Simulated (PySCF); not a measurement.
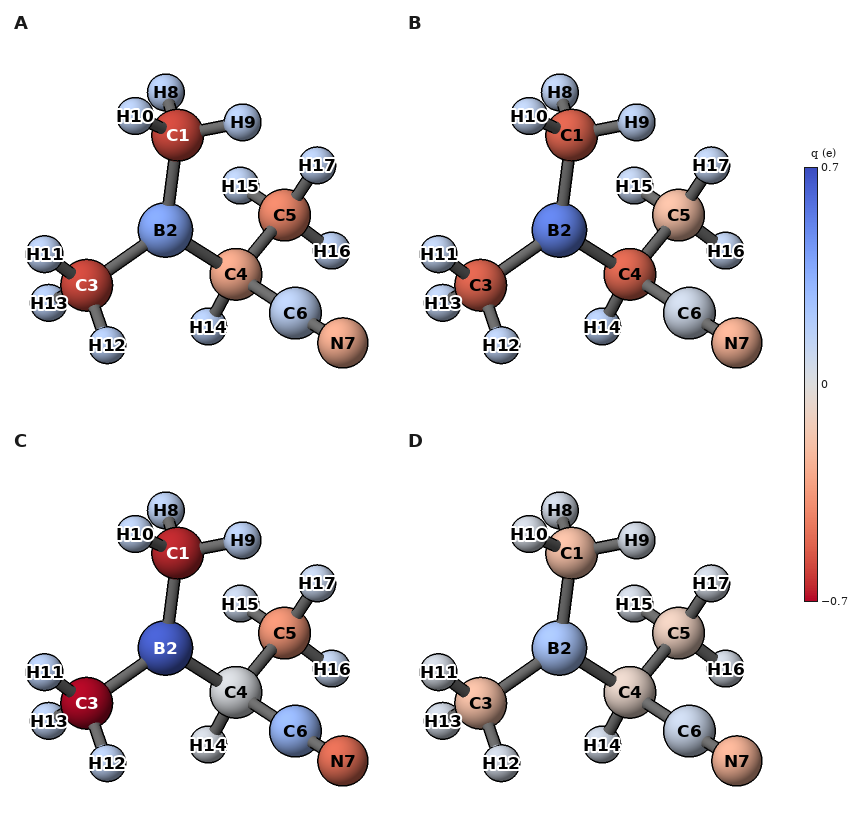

Atomic charges of one calculation by 4 schemes, on one colour scale. Computed geometry: GFN2-xTB optimisation. No frequency run is at hand to confirm it as a minimum. Method: PBE0/pcSseg-1 (PySCF 2.14.0).

Question: The schemes are ESP-fitted, Hirshfeld, IAO, Mulliken. Which panel shows which?

Answer: A IAO, B Mulliken, C ESP-fitted, D Hirshfeld.

List the charges (e), one line for each set of equivalent atoms.

| atom | IAO | Mulliken | ESP-fitted | Hirshfeld |
| --- | --- | --- | --- | --- |
| C1 | −0.58 | −0.51 | −0.65 | −0.19 |
| B2 | 0.37 | 0.51 | 0.63 | 0.23 |
| C3 | −0.58 | −0.51 | −0.69 | −0.19 |
| C4 | −0.28 | −0.50 | 0.02 | −0.07 |
| C5 | −0.40 | −0.20 | −0.36 | −0.11 |
| C6 | 0.15 | 0.07 | 0.29 | 0.09 |
| N7 | −0.27 | −0.25 | −0.48 | −0.24 |
| H8 | 0.17 | 0.14 | 0.15 | 0.05 |
| H9 | 0.16 | 0.14 | 0.15 | 0.05 |
| H10 | 0.15 | 0.14 | 0.14 | 0.04 |
| H11 | 0.15 | 0.13 | 0.16 | 0.04 |
| H12 | 0.17 | 0.15 | 0.15 | 0.05 |
| H13 | 0.16 | 0.14 | 0.15 | 0.05 |
| H14 | 0.17 | 0.17 | 0.04 | 0.06 |
| H15 | 0.14 | 0.12 | 0.09 | 0.05 |
| H16 | 0.15 | 0.13 | 0.12 | 0.05 |
| H17 | 0.15 | 0.13 | 0.10 | 0.05 |

The geometry is semi-empirical. Around B such bond lengths and angles can be off by a tenth of an ångström or more and by several degrees, and values that hang on the shape move with them.
